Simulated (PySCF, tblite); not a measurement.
# C7H9FSi: geometry, infrared bands and NMR shifts

Wanted: the infrared bands and NMR shifts of C7H9FSi (`C[C@@H]1[SiH2]C=C1C#CCF`), by calculation.

Computed with tblite 0.8.0 and PySCF 2.14.0, with density-fitted response routines of our own, on a single molecule in the gas phase. Atoms are numbered from 0 throughout.

## Step 1: Starting geometry

18 atoms, charge 0, multiplicity 1; geometry from: force field or distance geometry start.

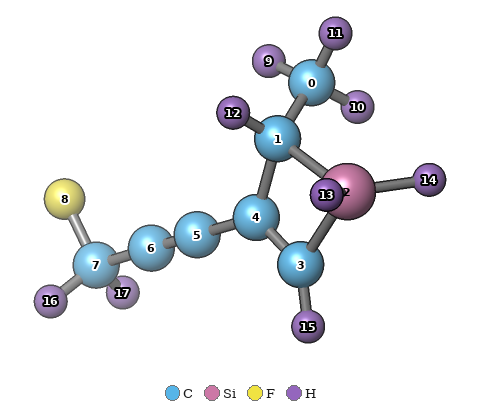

As it starts; carbon blue, silicon pink, fluorine yellow, hydrogen purple, atoms numbered; sticks join atoms by distance.

## Step 2: Relaxing the molecule with GFN2-xTB

Job settings and geometry (Å):

```
{"job": {"kind": "relax", "xc": "GFN2-xTB", "basis": "xTB"}, "charge": 0, "multiplicity": 1}
C     -1.533700     1.636700    -0.139000
C     -1.442100     0.252900    -0.751800
Si    -2.630700    -1.045100    -0.050900
C     -0.942900    -1.658800     0.340700
C     -0.272100    -0.628400    -0.190200
C      1.251700    -0.373000    -0.287200
C      2.439100    -0.170100    -0.355800
C      3.882300     0.067400    -0.426100
F      4.092200     1.243900    -1.064100
H     -0.729500     2.272900    -0.495500
H     -1.494200     1.627700     0.955300
H     -2.484800     2.120500    -0.428400
H     -1.495100     0.298700    -1.826800
H     -3.342500    -1.863700    -1.072800
H     -3.419100    -0.619900     1.145400
H     -0.599100    -2.560500     0.870500
H      4.384000    -0.716800    -0.997500
H      4.327700     0.121900     0.562500
```

Started as:

```
OMP_NUM_THREADS=1 python probes_run.py task.json out
```

One launch serves the whole session: the jobs run in the order shown.

**Question.** This job is followed by: GFN2-xTB harmonic vibrations, gas phase; GIAO PBE0/pcSseg-1 NMR shielding, non-relativistic, gas phase. Predict these results of the whole session: strongest single infrared mode (GFN2-xTB); zero-point energy (GFN2-xTB); ¹³C shifts against TMS (PBE0/pcSseg-1); ¹H shifts against TMS (PBE0/pcSseg-1, means over atoms taken as alike); ²⁹Si shifts against TMS (PBE0/pcSseg-1); ¹⁹F shifts against CFCl3 (PBE0/pcSseg-1).

As calculated:

| quantity | value |
| --- | --- |
| strongest single infrared mode (GFN2-xTB) | 2266 cm⁻¹, 502 km/mol |
| zero-point energy (GFN2-xTB) | 82.0 kcal/mol |
| ¹³C shifts against TMS (PBE0/pcSseg-1) | 158.2, 144.6, 100.0, 94.9, 74.2, 35.7, 19.6 ppm |
| ¹H shifts against TMS (PBE0/pcSseg-1, means over atoms taken as alike) | 6.31, 5.65, 5.62, 4.88, 4.54, 2.46, 1.41 ppm |
| ²⁹Si shifts against TMS (PBE0/pcSseg-1) | -38.9 ppm |
| ¹⁹F shifts against CFCl3 (PBE0/pcSseg-1) | -245.3 ppm |

Relaxing lowered the energy by 0.610 eV in 67 steps; the close pair that moved most is C4–C5, from 1.548 to 1.399 Å. No mode is imaginary among the 48: a minimum at this level. The strongest single mode, at 2266 cm⁻¹, moves mainly H13 and H14. Unscaled tight-binding wavenumbers are off by several per cent, some by more. Its intensities can rank the bands wrongly. The most deshielded hydrogen is H15 (hydrogen on an alkene CH), at 6.31 ppm: olefinic region. At PBE0/pcSseg-1: The widest tensor belongs to C5: span 249 ppm, with a paramagnetic part of -152 ppm.
